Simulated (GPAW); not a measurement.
# Property calculation of BSiH₂F

BSiH₂F, multiplicity 3, computed with PBE/dzp, UKS, scalar-relativistic datasets (GPAW 26.7.0).

The geometry comes from this level: GFN2-xTB.

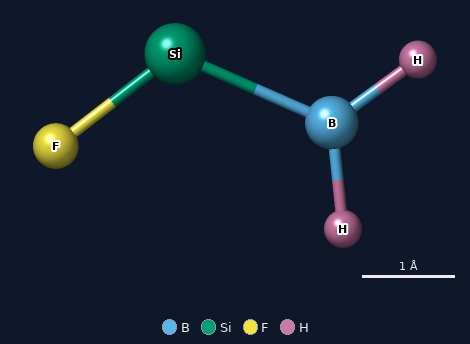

**Figure 1.** The structure as given in the input (ball-and-stick view, seen at a tilt).

The input (calc.py)
```python
import numpy as np
from ase import Atoms
from ase.units import Debye
from gpaw import GPAW

atoms = Atoms(['B', 'Si', 'F', 'H', 'H'],
    positions=[[  0.234950,   0.685700,  -0.124130],
               [ -0.890020,  -0.807470,  -0.293660],
               [ -0.519870,  -2.176130,   0.558950],
               [ -0.000350,   1.667090,  -0.717680],
               [  1.175290,   0.630810,   0.576520]])
atoms.center(vacuum=4.5)
atoms.set_initial_magnetic_moments([0.666667, 0.666667, 0.666667, 0.0, 0.0])

calc = GPAW(mode='lcao',
            symmetry='off',
            occupations={'name': 'fermi-dirac', 'width': 0.0, 'fixmagmom': True},
            xc='PBE',
            maxiter=150,
            h=0.18,
            basis='dzp',
            txt='-')
atoms.calc = calc

energy = atoms.get_potential_energy()
print(f'Energy = {energy:.5f} eV')
forces = atoms.get_forces()
print('Forces (eV/Ang)')
for symbol, f in zip(atoms.symbols, forces):
    print(f'{symbol:2} {f[0]:9.4f} {f[1]:9.4f} {f[2]:9.4f}')
dipole = atoms.get_dipole_moment() / Debye
print(f'Dipole                  {np.linalg.norm(dipole):.3f} D')
print('Moments:', atoms.get_magnetic_moments().round(3))
```

Run as:
```bash
python calc.py
```

What the program printed
```
__  _  _
 | _ |_)|_||  |
 |__||  | ||/\| - 26.7.0

units:  Angstrom and eV
cores:  1
OpenMP: False

Versions:
  Python: 3.12.14
  ASE:    3.29.0
  Numpy:  2.5.5
  Scipy:  1.18.1
  Libxc:  7.0.0

        _gpaw.cpython-312-x86_64-linux-gnu.so

Input parameters:
  mode=LCAO(),
  basis={'default': 'dzp'},
  h=0.18,
  maxiter=150,
  occupations=Occupations(name='fermi-dirac', width=0.0, fixmagmom=True),
  symmetry=Symmetry(point_group=False, time_reversal=False),
  xc=XC(name='PBE')
         .--------------------------.
        /|                          |
       / |                          |
      /  |                          |
     /   |                          |
    /    |                          |
   /     |                          |
  /      |                          |
 *       |                          |
 |       |            H             |
 |       |         B                |
 |       |      Fi                  |
 |       |                          |
 |       .--------------------------.
 |      /                          /
 |     /                          /
 |    /                          /
 |   /                          /
 |  /                          /
 | /                          /
 |/                          /
 *--------------------------*

Atoms  # Å, Bohr magnetons
|   | symbol |        x |        y |        z |    initial magnetic moments |
|---|--------|----------|----------|----------|-----------------------------|
| 0 |      B | 5.624970 | 7.361830 | 5.093550 | ( 0.0000,  0.0000,  0.6667) |
| 1 |     Si | 4.500000 | 5.868660 | 4.924020 | ( 0.0000,  0.0000,  0.6667) |
| 2 |      F | 4.870150 | 4.500000 | 5.776630 | ( 0.0000,  0.0000,  0.6667) |
| 3 |      H | 5.389670 | 8.343220 | 4.500000 | ( 0.0000,  0.0000,  0.0000) |
| 4 |      H | 6.565310 | 7.306940 | 5.794200 | ( 0.0000,  0.0000,  0.0000) |

Unit cell  # Å
| periodic |         x |         y |         z |   lengths |    angles |
|----------|-----------|-----------|-----------|-----------|-----------|
|       no | 11.065310 |  0.000000 |  0.000000 | 11.065310 | 90.000000 |
|       no |  0.000000 | 12.843220 |  0.000000 | 12.843220 | 90.000000 |
|       no |  0.000000 |  0.000000 | 10.294200 | 10.294200 | 90.000000 |

Number of symmetries: 1
Symmetry operations  # r_c * U_cc + t_c -> r_c
|   | kind |            matrix            |
|---|------|------------------------------|
| 0 |  E   |  1, 0, 0,  0, 1, 0,  0, 0, 1 |

BZ-sampling:
  Number of BZ points: 1
  Number of IBZ points: 1

  Monkhorst-Pack size: [1, 1, 1]
  Monkhorst-Pack shift: [0, 0, 0]

K-points  # in reciprocal-cell coordinates
|   |                                coordinates |     weight |
|---|--------------------------------------------|------------|
| 0 | (  0.00000000,   0.00000000,   0.00000000) | 1.00000000 |

basis functions: 49
Spin-components: 2 (collinear spins)
Bands:           14
Projectors:      21
Spin-degeneracy: 1
Datatype:        <class 'float'>

  Storage: CPU
  Wave functions: 10_976 bytes (10_976 per core)

Parallelization:
  kpt:    1
  domain: 1
  band:   1

Density:
  Valence electrons: 16.0
  Components: 2
  Grid points: [60 72 56]
  Charge: 0.0  # |e|

Potential:
  Grid points: [60 72 56]

species:
  B:
    name:    Boron
    Z:       5.0
    valence: 3
    core:    2
    charge:  0.0  # [|e|]
    file:    B.PBE.gz
    compensation charges:
      type: gauss
      rc: 0.20  # [Å]
      lmax: 2
    cutoffs:
      filter: 1.14  # [Å]
      core: 1.38  # [Å]
    projectors
    | kind |    occ | energy [eV] | rcut [Å] |
    |------|--------|-------------|----------|
    |   2s |  2.000 |      -9.443 |    0.635 |
    |   2p |  1.000 |      -3.606 |    0.635 |
    |    s |        |      17.768 |    0.635 |
    |    p |        |      23.605 |    0.635 |
    |    d |        |       0.000 |    0.635 |

    LCAO basis set for B:
      Name: dzp
      File: B.dzp.basis.gz
      Number of radial functions: 5
      Number of spherical harmonics: 13
        l=0, rc=6.6719 Bohr: 2s-sz confined orbital
        l=1, rc=8.2188 Bohr: 2p-sz confined orbital
        l=0, rc=3.7500 Bohr: 2s-dz split-valence wave
        l=1, rc=4.6094 Bohr: 2p-dz split-valence wave
        l=2, rc=8.2188 Bohr: d-type Gaussian polarization
      Number of RI-basis functions 0

  Si:
    name:    Silicon
    Z:       14.0
    valence: 4
    core:    10
    charge:  0.0  # [|e|]
    file:    Si.PBE.gz
    compensation charges:
      type: gauss
      rc: 0.33  # [Å]
      lmax: 2
    cutoffs:
      filter: 1.86  # [Å]
      core: 2.06  # [Å]
    projectors
    | kind |    occ | energy [eV] | rcut [Å] |
    |------|--------|-------------|----------|
    |   3s |  2.000 |     -10.812 |    1.058 |
    |   3p |  2.000 |      -4.081 |    1.058 |
    |    s |        |      16.399 |    1.058 |
    |    p |        |      23.130 |    1.058 |
    |    d |        |       0.000 |    1.058 |

    LCAO basis set for Si:
      Name: dzp
      File: Si.dzp.basis.gz
      Number of radial functions: 5
      Number of spherical harmonics: 13
        l=0, rc=6.8594 Bohr: 3s-sz confined orbital
        l=1, rc=9.0625 Bohr: 3p-sz confined orbital
        l=0, rc=3.8906 Bohr: 3s-dz split-valence wave
        l=1, rc=5.2344 Bohr: 3p-dz split-valence wave
        l=2, rc=9.0625 Bohr: d-type Gaussian polarization
      Number of RI-basis functions 0

  F:
    name:    Fluorine
    Z:       9.0
    valence: 7
    core:    2
    charge:  0.0  # [|e|]
    file:    F.PBE.gz
    compensation charges:
      type: gauss
      rc: 0.20  # [Å]
      lmax: 2
    cutoffs:
      filter: 1.14  # [Å]
      core: 0.74  # [Å]
    projectors
    | kind |    occ | energy [eV] | rcut [Å] |
    |------|--------|-------------|----------|
    |   2s |  2.000 |     -29.898 |    0.635 |
    |   2p |  5.000 |     -11.110 |    0.635 |
    |    s |        |      -2.687 |    0.635 |
    |    p |        |      16.102 |    0.635 |
    |    d |        |       0.000 |    0.635 |

    LCAO basis set for F:
      Name: dzp
      File: F.dzp.basis.gz
      Number of radial functions: 5
      Number of spherical harmonics: 13
        l=0, rc=3.8594 Bohr: 2s-sz confined orbital
        l=1, rc=4.8750 Bohr: 2p-sz confined orbital
        l=0, rc=2.0156 Bohr: 2s-dz split-valence wave
        l=1, rc=2.6094 Bohr: 2p-dz split-valence wave
        l=2, rc=4.8750 Bohr: d-type Gaussian polarization
      Number of RI-basis functions 0

  H:
    name:    Hydrogen
    Z:       1.0
    valence: 1
    core:    0
    charge:  0.0  # [|e|]
    file:    H.PBE.gz
    compensation charges:
      type: gauss
      rc: 0.15  # [Å]
      lmax: 2
    cutoffs:
      filter: 0.85  # [Å]
      core: 0.53  # [Å]
    projectors
    | kind |    occ | energy [eV] | rcut [Å] |
    |------|--------|-------------|----------|
    |   1s |  1.000 |      -6.494 |    0.476 |
    |    s |        |      20.717 |    0.476 |
    |    p |        |       0.000 |    0.476 |

    LCAO basis set for H:
      Name: dzp
      File: H.dzp.basis.gz
      Number of radial functions: 3
      Number of spherical harmonics: 5
        l=0, rc=6.4219 Bohr: 1s-sz confined orbital
        l=0, rc=3.6094 Bohr: 1s-dz split-valence wave
        l=1, rc=6.4219 Bohr: p-type Gaussian polarization
      Number of RI-basis functions 0

Reference energy: -11294.894927  # eV

eigensolver:
  <gpaw.new.lcao.eigensolver.LCAOEigensolver object at 0x763b022d5a00>
density mixing:
  MSR1-Mixer
  Pratt-step length: 0.05
  Maximum mixing coefficient: 0.75
  Old densities: 10
  SVD Regularization: 0.005
  Good broyden scale: 1.0
  Trust region scale: 1.0
  Backstep threshold: 4.0
  History deletion threshold: 6.0
  Fourier metric: weight=20.0, sigma=0.015

occupation numbers:
  Fixed magnetic moment: 2.000
  # Zero width

FastPoissonSolver using
    Stencil: 6*3+1=19 point O(h^6) finite-difference Laplacian
    FFT axes: []
    FST axes: [np.int64(2), np.int64(0), np.int64(1)]

xc functional:
  name: PBE with 2 nearest neighbor stencil
interpolation: tri-quintic # 5. degree polynomial

         .--------------------------.
        /|                          |
       / |                          |
      /  |                          |
     /   |                          |
    /    |                          |
   /     |                          |
  /      |                          |
 *       |                          |
 |       |            H             |
 |       |         B                |
 |       |      Fi                  |
 |       |                          |
 |       .--------------------------.
 |      /                          /
 |     /                          /
 |    /                          /
 |   /                          /
 |  /                          /
 | /                          /
 |/                          /
 *--------------------------*

Atoms  # Å, Bohr magnetons
|   | symbol |        x |        y |        z |    initial magnetic moments |
|---|--------|----------|----------|----------|-----------------------------|
| 0 |      B | 5.624970 | 7.361830 | 5.093550 | ( 0.0000,  0.0000,  0.6667) |
| 1 |     Si | 4.500000 | 5.868660 | 4.924020 | ( 0.0000,  0.0000,  0.6667) |
| 2 |      F | 4.870150 | 4.500000 | 5.776630 | ( 0.0000,  0.0000,  0.6667) |
| 3 |      H | 5.389670 | 8.343220 | 4.500000 | ( 0.0000,  0.0000,  0.0000) |
| 4 |      H | 6.565310 | 7.306940 | 5.794200 | ( 0.0000,  0.0000,  0.0000) |

Unit cell  # Å
| periodic |         x |         y |         z |   lengths |    angles |
|----------|-----------|-----------|-----------|-----------|-----------|
|       no | 11.065310 |  0.000000 |  0.000000 | 11.065310 | 90.000000 |
|       no |  0.000000 | 12.843220 |  0.000000 | 12.843220 | 90.000000 |
|       no |  0.000000 |  0.000000 | 10.294200 | 10.294200 | 90.000000 |

Number of symmetries: 1
Symmetry operations  # r_c * U_cc + t_c -> r_c
|   | kind |            matrix            |
|---|------|------------------------------|
| 0 |  E   |  1, 0, 0,  0, 1, 0,  0, 0, 1 |

BZ-sampling:
  Number of BZ points: 1
  Number of IBZ points: 1

  Monkhorst-Pack size: [1, 1, 1]
  Monkhorst-Pack shift: [0, 0, 0]

K-points  # in reciprocal-cell coordinates
|   |                                coordinates |     weight |
|---|--------------------------------------------|------------|
| 0 | (  0.00000000,   0.00000000,   0.00000000) | 1.00000000 |

basis functions: 49
Spin-components: 2 (collinear spins)
Bands:           14
Projectors:      21
Spin-degeneracy: 1
Datatype:        <class 'float'>

  Storage: CPU
  Wave functions: 10_976 bytes (10_976 per core)

Parallelization:
  kpt:    1
  domain: 1
  band:   1

Density:
  Valence electrons: 16.0
  Components: 2
  Grid points: [60 72 56]
  Charge: 0.0  # |e|

Potential:
  Grid points: [60 72 56]

species:
  B:
    name:    Boron
    Z:       5.0
    valence: 3
    core:    2
    charge:  0.0  # [|e|]
    file:    B.PBE.gz
    compensation charges:
      type: gauss
      rc: 0.20  # [Å]
      lmax: 2
    cutoffs:
      filter: 1.14  # [Å]
      core: 1.38  # [Å]
    projectors
    | kind |    occ | energy [eV] | rcut [Å] |
    |------|--------|-------------|----------|
    |   2s |  2.000 |      -9.443 |    0.635 |
    |   2p |  1.000 |      -3.606 |    0.635 |
    |    s |        |      17.768 |    0.635 |
    |    p |        |      23.605 |    0.635 |
    |    d |        |       0.000 |    0.635 |

    LCAO basis set for B:
      Name: dzp
      File: B.dzp.basis.gz
      Number of radial functions: 5
      Number of spherical harmonics: 13
        l=0, rc=6.6719 Bohr: 2s-sz confined orbital
        l=1, rc=8.2188 Bohr: 2p-sz confined orbital
        l=0, rc=3.7500 Bohr: 2s-dz split-valence wave
        l=1, rc=4.6094 Bohr: 2p-dz split-valence wave
        l=2, rc=8.2188 Bohr: d-type Gaussian polarization
      Number of RI-basis functions 0

  Si:
    name:    Silicon
    Z:       14.0
    valence: 4
    core:    10
    charge:  0.0  # [|e|]
    file:    Si.PBE.gz
    compensation charges:
      type: gauss
      rc: 0.33  # [Å]
      lmax: 2
    cutoffs:
      filter: 1.86  # [Å]
      core: 2.06  # [Å]
    projectors
    | kind |    occ | energy [eV] | rcut [Å] |
    |------|--------|-------------|----------|
    |   3s |  2.000 |     -10.812 |    1.058 |
    |   3p |  2.000 |      -4.081 |    1.058 |
    |    s |        |      16.399 |    1.058 |
    |    p |        |      23.130 |    1.058 |
    |    d |        |       0.000 |    1.058 |

    LCAO basis set for Si:
      Name: dzp
      File: Si.dzp.basis.gz
      Number of radial functions: 5
      Number of spherical harmonics: 13
        l=0, rc=6.8594 Bohr: 3s-sz confined orbital
        l=1, rc=9.0625 Bohr: 3p-sz confined orbital
        l=0, rc=3.8906 Bohr: 3s-dz split-valence wave
        l=1, rc=5.2344 Bohr: 3p-dz split-valence wave
        l=2, rc=9.0625 Bohr: d-type Gaussian polarization
      Number of RI-basis functions 0

  F:
    name:    Fluorine
    Z:       9.0
    valence: 7
    core:    2
    charge:  0.0  # [|e|]
    file:    F.PBE.gz
    compensation charges:
      type: gauss
      rc: 0.20  # [Å]
      lmax: 2
    cutoffs:
      filter: 1.14  # [Å]
      core: 0.74  # [Å]
    projectors
    | kind |    occ | energy [eV] | rcut [Å] |
    |------|--------|-------------|----------|
    |   2s |  2.000 |     -29.898 |    0.635 |
    |   2p |  5.000 |     -11.110 |    0.635 |
    |    s |        |      -2.687 |    0.635 |
    |    p |        |      16.102 |    0.635 |
    |    d |        |       0.000 |    0.635 |

    LCAO basis set for F:
      Name: dzp
      File: F.dzp.basis.gz
      Number of radial functions: 5
      Number of spherical harmonics: 13
        l=0, rc=3.8594 Bohr: 2s-sz confined orbital
        l=1, rc=4.8750 Bohr: 2p-sz confined orbital
        l=0, rc=2.0156 Bohr: 2s-dz split-valence wave
        l=1, rc=2.6094 Bohr: 2p-dz split-valence wave
        l=2, rc=4.8750 Bohr: d-type Gaussian polarization
      Number of RI-basis functions 0

  H:
    name:    Hydrogen
    Z:       1.0
    valence: 1
    core:    0
    charge:  0.0  # [|e|]
    file:    H.PBE.gz
    compensation charges:
      type: gauss
      rc: 0.15  # [Å]
      lmax: 2
    cutoffs:
      filter: 0.85  # [Å]
      core: 0.53  # [Å]
    projectors
    | kind |    occ | energy [eV] | rcut [Å] |
    |------|--------|-------------|----------|
    |   1s |  1.000 |      -6.494 |    0.476 |
    |    s |        |      20.717 |    0.476 |
    |    p |        |       0.000 |    0.476 |

    LCAO basis set for H:
      Name: dzp
      File: H.dzp.basis.gz
      Number of radial functions: 3
      Number of spherical harmonics: 5
        l=0, rc=6.4219 Bohr: 1s-sz confined orbital
        l=0, rc=3.6094 Bohr: 1s-dz split-valence wave
        l=1, rc=6.4219 Bohr: p-type Gaussian polarization
      Number of RI-basis functions 0

Reference energy: -11294.894927  # eV

eigensolver:
  <gpaw.new.lcao.eigensolver.LCAOEigensolver object at 0x763b0019da00>
density mixing:
  MSR1-Mixer
  Pratt-step length: 0.05
  Maximum mixing coefficient: 0.75
  Old densities: 10
  SVD Regularization: 0.005
  Good broyden scale: 1.0
  Trust region scale: 1.0
  Backstep threshold: 4.0
  History deletion threshold: 6.0
  Fourier metric: weight=20.0, sigma=0.015

occupation numbers:
  Fixed magnetic moment: 2.000
  # Zero width

FastPoissonSolver using
    Stencil: 6*3+1=19 point O(h^6) finite-difference Laplacian
    FFT axes: []
    FST axes: [np.int64(2), np.int64(0), np.int64(1)]

xc functional:
  name: PBE with 2 nearest neighbor stencil
interpolation: tri-quintic # 5. degree polynomial

Initialization done in: 9.912 s

convergence criteria:
- Maximum [total energy] change in last 3 cyles: 0.0005 eV / valence electron
- Maximum integral of absolute [dens]ity change: 0.0001 electrons / valence electron
- Maximum integral of absolute [eigenst]ate change: 4e-08 eV^2 / valence electron
maximum number of iterations: 150

SCF iterations
|iter     |     time |      energy | eigst |  dens |  magmom |
|---------|----------|-------------|-------|-------|---------|
|iter:   1| 00:00:10 |  -20.758711 |      c|       |  +1.9983|
|iter:   2| 00:00:13 |  -20.355574 |      c| -0.55 |  +1.9984|
|iter:   3| 00:00:15 |  -19.292258 |      c| -0.59 |  +1.9994|
|iter:   4| 00:00:17 |  -19.328286 |      c| -1.10 |  +1.9997|
|iter:   5| 00:00:18 |  -19.339524 |      c| -1.46 |  +1.9999|
|iter:   6| 00:00:20 |  -19.339415 |      c| -1.98 |  +2.0000|
|iter:   7| 00:00:23 |  -19.340059c|      c| -2.30 |  +2.0000|
|iter:   8| 00:00:25 |  -19.340102c|      c| -2.92 |  +2.0000|
|iter:   9| 00:00:27 |  -19.340110c|      c| -3.29 |  +2.0000|
|iter:  10| 00:00:29 |  -19.340110c|      c| -3.98 |  +2.0000|
|iter:  11| 00:00:31 |  -19.340110c|      c| -4.58c|  +2.0000|

Converged in 11 steps
SCF loop duration: 20.991 s (1.908 s/step)
Energy contributions relative to reference atoms: (reference = -11294.894927)

Energy contributions:
  Kinetic:          24.769089
  Coulomb:         -23.255154
  Zero:              0.248358
  External:          0.000000
  Xc:              -21.102404
  Entropy:           0.000000
  Spinorbit:         0.000000
  ----------------------------
  Free energy:     -19.340110
  Extrapolated:    -19.340110

dipole moment: (-0.189025, 0.012699, -0.141107)  # |e|*Ang

Total magnetic moment: (0.000000, 0.000000, 1.999989)

Local magnetic moments
|        x |        y |         z |
|----------|----------|-----------|
| 0.000000 | 0.000000 |  0.129705 |  # B    0
| 0.000000 | 0.000000 |  0.435764 |  # Si   1
| 0.000000 | 0.000000 |  0.088500 |  # F    2
| 0.000000 | 0.000000 | -0.006602 |  # H    3
| 0.000000 | 0.000000 |  0.008924 |  # H    4

Fermi levels: -1.960, -8.396
Eigenvalues  # (at kpt = [0.000, 0.000, 0.000])
| band index |      eig [eV] | occ [0-1] |      eig [eV] | occ [0-1] |
|------------|---------------|-----------|---------------|-----------|
|          0 |       -29.587 |     1.000 |       -29.398 |     1.000 |
|          1 |       -14.187 |     1.000 |       -13.406 |     1.000 |
|          2 |       -12.229 |     1.000 |       -11.841 |     1.000 |
|          3 |       -10.400 |     1.000 |       -10.145 |     1.000 |
|          4 |       -10.375 |     1.000 |       -10.109 |     1.000 |
|          5 |        -9.572 |     1.000 |        -8.861 |     1.000 |
|          6 |        -8.622 |     1.000 |        -8.396 |     1.000 |
|          7 |        -5.912 |     1.000 |        -4.129 |     0.000 |
|          8 |        -5.519 |     1.000 |        -4.004 |     0.000 |
|          9 |        -1.960 |     0.000 |        -0.506 |     0.000 |
|         10 |        -0.705 |     0.000 |        -0.089 |     0.000 |
|         11 |         2.146 |     0.000 |         3.158 |     0.000 |
|         12 |         3.783 |     0.000 |         4.158 |     0.000 |
|         13 |         4.510 |     0.000 |         4.876 |     0.000 |

Gap: 2.044 eV
Transition (v -> c):
  (s=1, k=0, n=8, [0.00, 0.00, 0.00]) -> (s=0, k=0, n=9, [0.00, 0.00, 0.00])
No difference between direct/indirect transitions
vacuum-level: 0.000  # V
Energy = -19.34011 eV

Forces  # eV/Ang
|        x |        y |        z |
|----------|----------|----------|
|  0.17060 |  0.25728 |  0.01829 |  # B    0
| -0.72258 | -0.87886 | -0.14304 |  # Si   1
|  0.04405 | -0.04015 |  0.09219 |  # F    2
| -0.42834 |  1.00497 | -0.74098 |  # H    3
|  0.98993 | -0.26576 |  0.82577 |  # H    4

Force computation time: 0.597  # s
Forces (eV/Ang)
B     0.1706    0.2573    0.0183
Si   -0.7226   -0.8789   -0.1430
F     0.0440   -0.0401    0.0922
H    -0.4283    1.0050   -0.7410
H     0.9899   -0.2658    0.8258
Dipole                  1.135 D
Moments: [ 0.13   0.436  0.088 -0.007  0.009]
```

Results in brief

```tsv
quantity	value
outcome	converged
energy relative to the program's reference atoms	−19.3401 eV
basis functions	49
largest force	1.320 eV/Å
dipole moment	1.13 D
hardware	1 thread of Intel Xeon @ 2.50GHz (Skylake/Cascade Lake), 12 GiB of memory available, shared host
wall time	32 s
peak memory	0.88 GiB
```
